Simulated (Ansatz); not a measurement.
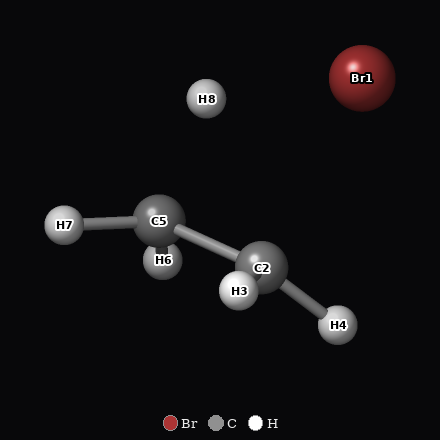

The system is the reacting system C₂H₅Br (fragments C₂H₅Br where the first distance is long, BrH + C₂H₄ where the second is long); the picture shows the reference structure. 
- Coordinates scanned: (1) distance Br1–H8 (bond that forms); (2) distance Br1–C2 (bond that breaks).
- Relaxed at each point: all other coordinates.
- The grid has 9 × 9 points.
- Points are written as (first, second).
- Energies: kcal/mol, counted from a guessed transition structure relaxed with its forming and breaking bonds held.
- Energies and slopes of some neighbouring points disagree (a jump in structure or state, or too coarse a mesh). The reference is spin-restricted, so regions where a bond is pulled apart into radicals lie too high.
- Method: Ansatz 0.2.0, RKS BHLYP-D4/def2-SVP.

Its coordinates:

```json
{"atom": "Br", "x (Å)": "-1.2333", "y (Å)": "-1.8123", "z (Å)": "0.1103"}
{"atom": "C", "x (Å)": "-0.2465", "y (Å)": "0.0634", "z (Å)": "-0.7081"}
{"atom": "H", "x (Å)": "-1.1172", "y (Å)": "0.6501", "z (Å)": "-0.9834"}
{"atom": "H", "x (Å)": "0.2893", "y (Å)": "-0.3425", "z (Å)": "-1.5604"}
{"atom": "C", "x (Å)": "0.5108", "y (Å)": "0.4181", "z (Å)": "0.5259"}
{"atom": "H", "x (Å)": "1.5931", "y (Å)": "0.3600", "z (Å)": "0.4184"}
{"atom": "H", "x (Å)": "0.1876", "y (Å)": "1.3450", "z (Å)": "0.9977"}
{"atom": "H", "x (Å)": "0.0163", "y (Å)": "-0.6818", "z (Å)": "1.1997"}
```

Range: distance Br1–H8 (bond that forms) from 1.359 to 2.559 Å; distance Br1–C2 (bond that breaks) from 1.764 to 3.564 Å.

**What landscape does the calculation give?**

The lowest grid point is at (2.559 Å, 1.898 Å), −49 kcal/mol from a guessed transition structure relaxed with its forming and breaking bonds held. It lies at the edge of the scanned range, so the true minimum may lie outside. The energy also falls towards the edge at (1.448 Å, 3.564 Å) (19 kcal/mol above the lowest), where a further well may lie outside the range. The highest grid point, (1.359 Å, 1.764 Å), lies 125 kcal/mol above the lowest.

```
second ↓, first →  1.359  1.448  1.571  1.711  1.864  2.026  2.197  2.375  2.559
            3.564    −29    −30    −25    −16     −5      5     13     19     24
            3.287    −28    −29    −24    −14     −5      4     12     17     16
            3.020    −25    −25    −20    −11     −2      6     11      8      5
            2.764    −19    −19    −13     −4      4      6      1     −4     −8
            2.521     −7     −8     −2      9      6     −4    −12    −18    −22
            2.292     12     11     17     11     −5    −17    −25    −31    −36
            2.082     38     37     23      2    −14    −27    −35    −41    −46
            1.898     68     46     22      0    −17    −29    −38    −44    −49
            1.764     76     55     30      8     −9    −22    −31    −37    −41
```

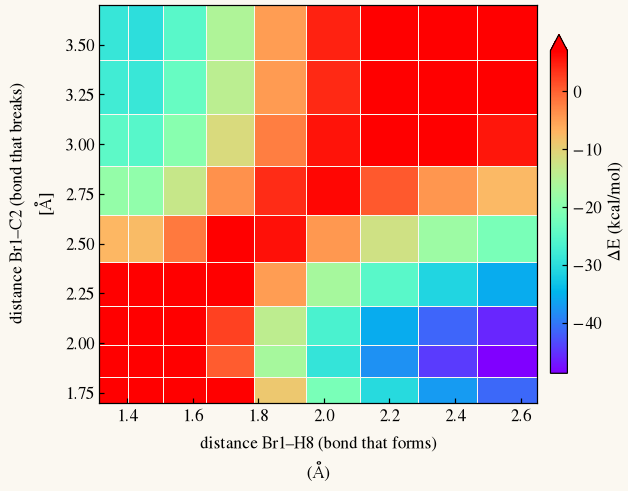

Drawn: one coloured cell a grid point, one colour for all values above the top of the scale.

Each point was launched as `ansatz run input.yaml --threads 1 --pin off --max-ram 2560MiB --backend cpu --events-out ev --progress --plain --runs-dir out`. Time for the 81 points that were run: 27 min on 1 thread of Intel(R) Xeon(R) Platinum 8488C (Sapphire Rapids), with other jobs on the host.
